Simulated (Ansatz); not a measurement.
## Electronic structure of CH₃F₂OSi (SMILES CO[Si+](F)F) (charge +1) in real space

```xyz
8

C    -0.6835   -1.5075   -0.3856
F     2.6847   -2.8201   -1.0372
F     2.8316   -2.5004    1.5717
O     0.5304   -1.8395    0.3697
Si    1.9736   -2.3749    0.2789
H    -0.5213   -1.7204   -1.4429
H    -0.8612   -0.4477   -0.2012
H    -1.4721   -2.1263    0.0431
```

Geometry: PBE0-D3(BJ)/pcseg-1.

These are results of Ansatz, isolated molecule in a Gaussian basis; Kohn-Sham density functional theory, functional PBE0, not measurements.

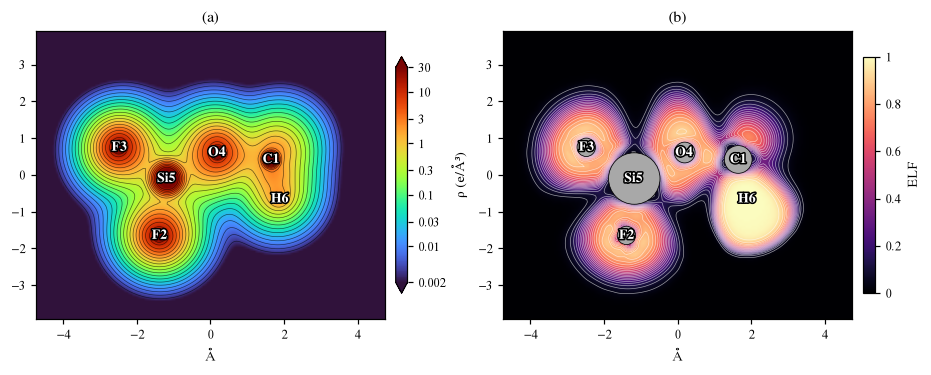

Figure 1. (a) total electron density; (b) electron localisation function on the plane of atoms O4, C1 and H6. Grey discs cover the atomic cores in the ELF map.

Read the bonding off the picture.

The plane passes through C, F, O, Si and H nuclei. C–O (1.47 Å): ρ at the midpoint is about 1.7 e/Å³, with its minimum of 1.3 e/Å³ about 0.5 Å from C; the ELF peaks at about 0.85 between the atoms, as expected for a shared but strongly polarised pair. Si–O (1.54 Å): ρ at the midpoint is about 1.4 e/Å³; the ELF peaks at about 0.85 between the atoms: a short, strongly polar bond. Si–F (1.56 Å): ρ at the midpoint is about 1.3 e/Å³; the ELF peaks at about 0.85 in the valence shell of F, 0.6 Å from its nucleus, and is about 0.55 at the midpoint. C–H (1.09 Å): the density is about 2.2 e/Å³ at the midpoint; the ELF climbs to about 1 towards the hydrogen, as it does in any bond to H (an ordinary covalent bond to hydrogen). The ELF also peaks beside F2, F3 and O4, away from the bonds: lone-pair regions.

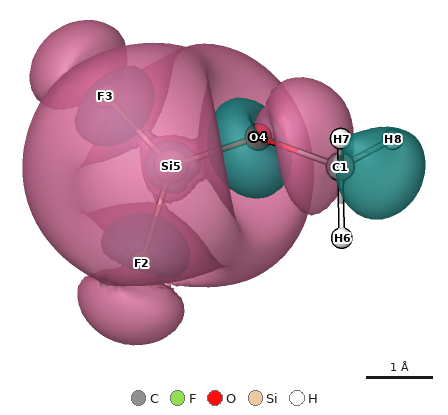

Figure 2. The LUMO at ±0.05 Å⁻³ᐟ² (teal and pink are the two phases), seen at a tilt.

Describe this orbital and give its energy.

It lies mainly on Si5 (about 65 %), F3 (about 10 %), F2 (about 10 %) and O4 (about 10 %). Its energy is −8.35 eV.

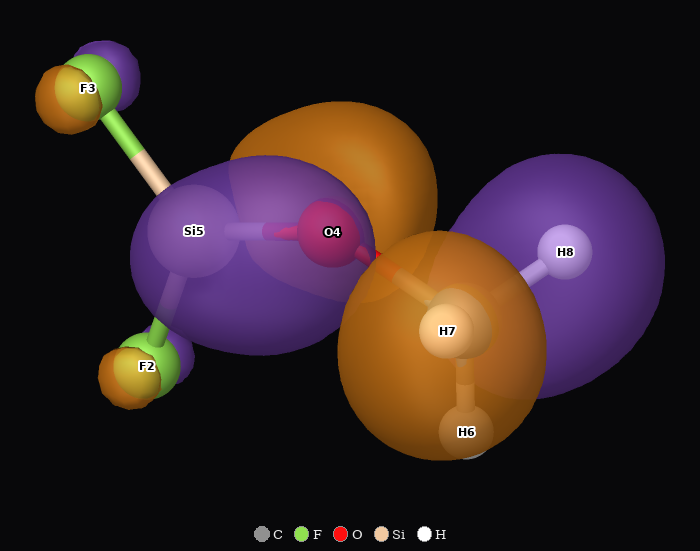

Figure 3. The HOMO at ±0.1 Å⁻³ᐟ² (orange and purple are the two phases), seen at a tilt.

Where does this orbital lie, and at what energy?

Its weight (Hirshfeld) is mainly on O4 (about 35 %), C1 (about 30 %), H7 (about 15 %) and H8 (about 15 %); π-antibonding (π*) across O4–C1. Its energy is −15.86 eV.
